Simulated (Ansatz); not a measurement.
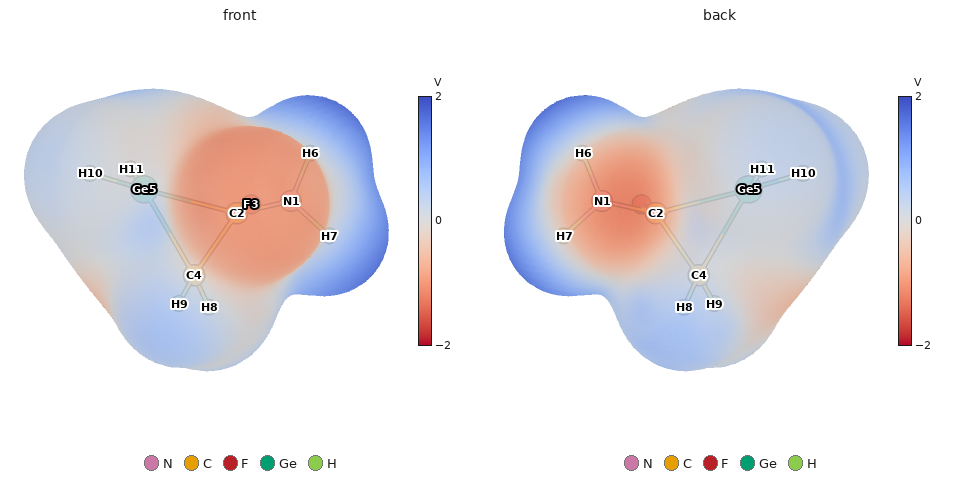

Figure 1: C$_{2}$H$_{6}$FGeN (SMILES N[C]1(F)[CH2][GeH2]1). The electrostatic potential painted on the density surface at 0.002 e/bohr³, seen from the front and from behind; red is negative and blue positive.

Method: RKS PBE/def2-SVP in Ansatz.

```yaml
atoms:
  - { symbol: N, position_ang: [-1.4470, 0.6527, 0.0296] }
  - { symbol: C, position_ang: [-0.0723, 0.3779, 0.0150] }
  - { symbol: F, position_ang: [0.7755, 1.4956, 0.1233] }
  - { symbol: C, position_ang: [0.4120, -0.6279, -1.0121] }
  - { symbol: Ge, position_ang: [0.5682, -1.2962, 0.8556] }
  - { symbol: H, position_ang: [-1.7375, 1.1549, 0.8750] }
  - { symbol: H, position_ang: [-1.7440, 1.1854, -0.8017] }
  - { symbol: H, position_ang: [-0.3449, -1.0601, -1.6874] }
  - { symbol: H, position_ang: [1.3685, -0.3697, -1.4962] }
  - { symbol: H, position_ang: [2.0096, -1.3755, 1.3859] }
  - { symbol: H, position_ang: [-0.4404, -2.3649, 1.3083] }
```

### Describe the electrostatic potential map.

The most negative region (about −1.2 V) lies over N1, the most positive (about +1.5 V) over H6 and H7. N1 is the likeliest acceptor of a hydrogen bond.
